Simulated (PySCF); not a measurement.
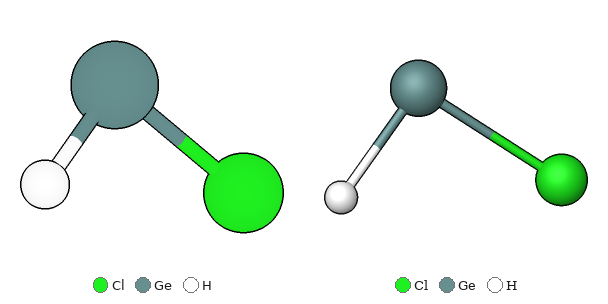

Two views of one molecule.

Computed geometry: GFN2-xTB optimisation. No frequency run is at hand to confirm it as a minimum.

Describe the molecule.

The molecule is ClGeH. Its SMILES string is `[Cl][GeH]`. Coordination: 1 Ge bent.

More results for the same structure follow; atom numbers are the same in all pictures, views and colours differ.

**Geometry**

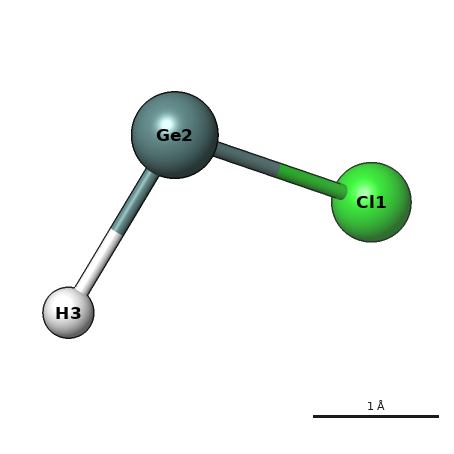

No frequency run is at hand to confirm it as a minimum.

List the bonds and their lengths.

```json
{"bond": "Cl1–Ge2", "length (Å)": "2.130"}
{"bond": "Ge2–H3", "length (Å)": "1.668"}
```

**Excitation**

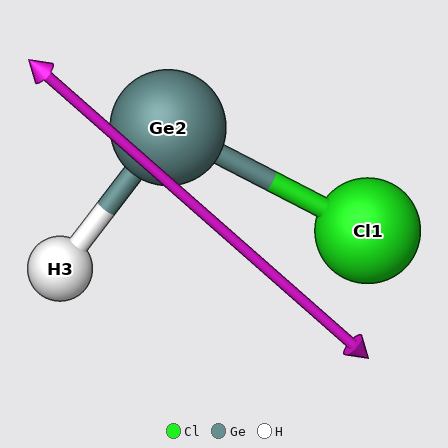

The double arrow shows the direction of the transition dipole to excited singlet state 3 (its length means nothing). No frequency run is at hand to confirm it as a minimum. Properties computed with TDDFT PBE0/def2-SVPD, vertical, gas phase, core orbitals frozen in the response (PySCF 2.14.0).

**How is the transition polarised?**

In the molecular plane.

**Give its energy, strength and character.**

5.53 eV (224 nm), oscillator strength 0.017, mainly HOMO → LUMO+1 (weight 0.80); transition dipole 0.90 D.

**Core levels**

No frequency run is at hand to confirm it as a minimum. Level of theory: delta-SCF UKS SCAN, pcX-2 on the ionised atom, pcseg-1 elsewhere, spin-free X2C (PySCF 2.14.0).

Give the core-electron binding energies (to vacuum; p and d levels without spin–orbit splitting) of Cl1 1s, Cl1 2p.

```
atom  level  binding energy (eV)
 Cl1     1s               2828.4
 Cl1     2p                206.4
```

**Polarisability**

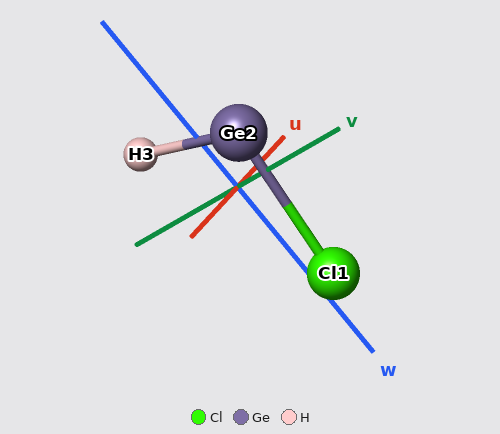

The lines u, v and w are the principal axes of the static dipole polarisability. No frequency run is at hand to confirm it as a minimum. Computed with PBE0/def2-SVPD (PySCF 2.14.0).

**Along which axis is the molecule most polarisable, and along which least?**

Most along w (in the molecular plane, nearly parallel to the Cl1–Ge2 bond), least along u (normal to the molecular plane).

**Give the three principal values.**

u 37.7, v 48.3, w 59.3 bohr³; mean 48.5, anisotropy 18.7 bohr³.

The geometry is semi-empirical. Around Ge such bond lengths and angles can be off by a tenth of an ångström or more and by several degrees, and values that hang on the shape move with them.
